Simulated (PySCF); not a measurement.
# C2H6Si (SMILES C[Si]C) (triplet): what the fields show

The calculation's input:

```
{"job": {"kind": "epr"}, "charge": 0, "multiplicity": 3}
Si    -0.478836     0.323074    -0.792326
C      0.730506    -1.129753    -0.931221
C     -0.736763     1.122773     0.906202
H      0.387865    -1.987780    -0.329975
H      1.734682    -0.831837    -0.587225
H      0.813501    -1.459454    -1.977472
H     -1.204197     0.418175     1.612795
H     -1.393467     2.000742     0.816491
H      0.226954     1.460333     1.323103
```

Launched as:

```sh
OMP_NUM_THREADS=1 python cluster_run.py task.json out
```

Geometry: PBE0-D3(BJ)/def2-SVP.

These are results of PySCF, UKS B3LYP, IGLO-III on C Si, pcH-1 on H, non-relativistic, mean-field spin-orbit, GIAO, not measurements.

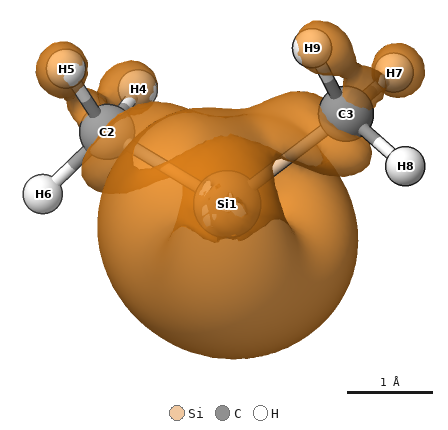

Figure 1. Isosurfaces of the spin density (α minus β) at +0.03 (orange) and −0.03 e/Å³ (purple), seen at a tilt.

Q: Describe the spin distribution.

A: The unpaired spin (2 electrons) lies mostly on Si1 (about 1.6), C2 (about 0.1) and C3 (about 0.1), in electrons by Hirshfeld's partition. Only one sign reaches the isovalue.

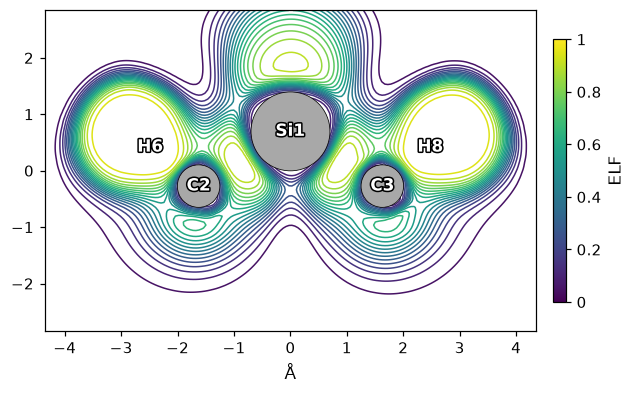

Figure 2. Electron localisation function on the plane of atoms C2, Si1 and C3. Grey discs cover the atomic cores.

Q: What does the map show?

A: The plane passes through Si, C and H nuclei.
C–Si (1.90 Å): the ELF peaks at about 0.95 between the atoms (a shared electron pair).
C–H (1.10 Å): the ELF climbs to about 1 towards the hydrogen, as it does in any bond to H; an ordinary covalent bond to hydrogen.
The ELF also peaks beside Si1, away from the bonds: non-bonding electrons, paired or unpaired.

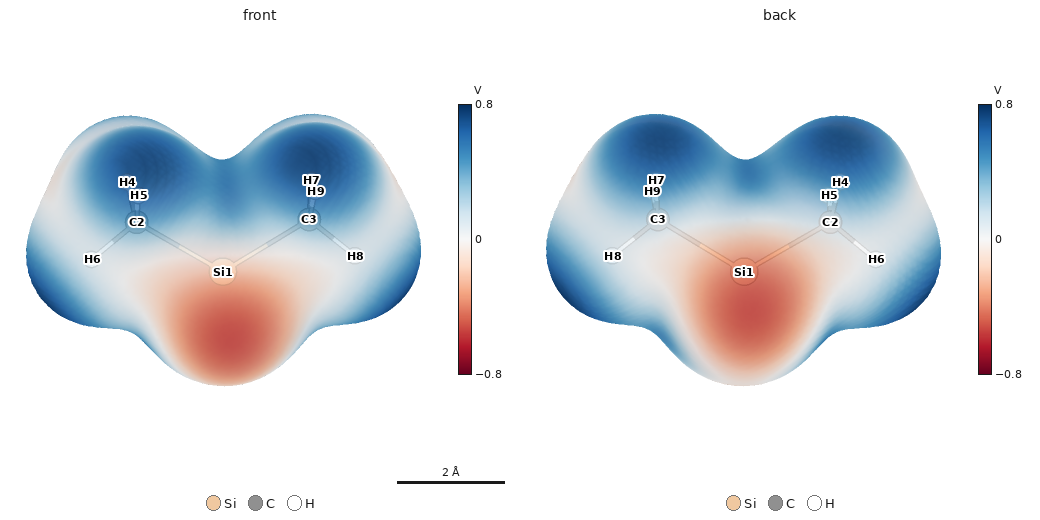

Figure 3. The electrostatic potential painted on the density surface at 0.002 e/bohr³, seen from the front and from behind; the colour scale runs from red (negative) to blue (positive).

Q: Describe the electrostatic potential map.

A: The most negative region (about −0.5 V, or −12 kcal/mol for a unit charge) lies over Si1, the most positive (about +0.8 V, or +18 kcal/mol for a unit charge) over the H atoms.
